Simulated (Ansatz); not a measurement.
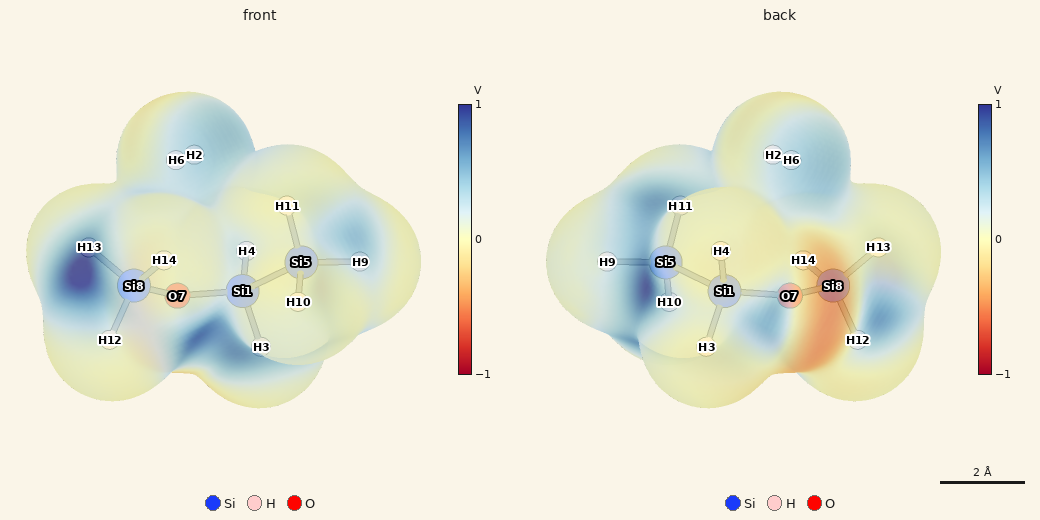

H8OSi3···H2. The electrostatic potential painted on the density surface at 0.001 e/bohr³, seen from the front and from behind; the colour scale runs from red (negative) to blue (positive).

The product side of a reaction path; geometry: PBE0-D4/def2-TZVP.

Computed with Ansatz 0.2.0, RKS PBE0-D4/def2-TZVPP.

```csv
atom,x (Å),y (Å),z (Å)
Si,-1.2726,0.7802,0.0108
H,-0.0320,-2.5105,0.7825
H,-1.8690,2.0954,-0.3483
H,-2.3782,-0.1319,0.4106
Si,0.2201,1.0629,1.8006
H,-0.5387,-2.6761,0.2597
O,-0.5300,0.1659,-1.3164
Si,0.8754,-0.4157,-1.9144
H,-0.5155,1.6745,2.9418
H,1.3393,1.9664,1.4173
H,0.7940,-0.2352,2.2475
H,1.3495,0.4709,-3.0063
H,0.6548,-1.7828,-2.4471
H,1.9027,-0.4639,-0.8384
```

Which sites attract a positive test charge, and which a negative one?

A positive charge is drawn to the negative regions and a negative charge to the positive ones. The most negative region (about −0.5 V) lies over O7, the most positive (about +0.9 V) over Si1 and Si8.
